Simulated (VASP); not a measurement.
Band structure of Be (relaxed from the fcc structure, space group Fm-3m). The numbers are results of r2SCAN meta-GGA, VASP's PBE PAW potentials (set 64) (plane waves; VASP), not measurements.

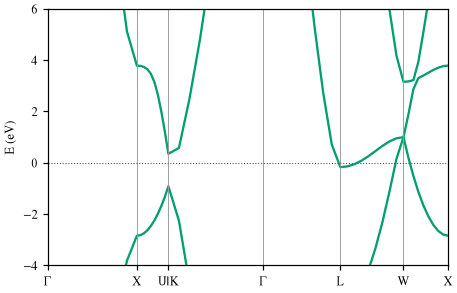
Bands along high-symmetry lines, zero at the valence-band maximum or, without a gap, the Fermi level

Read the plot: is there a gap, and where are the band edges?

It has no gap at this level: it comes out as a metal or semimetal.

The structure was generated: Be was put into the fcc type (Fm-3m), which need not be its known phase. It was relaxed first.
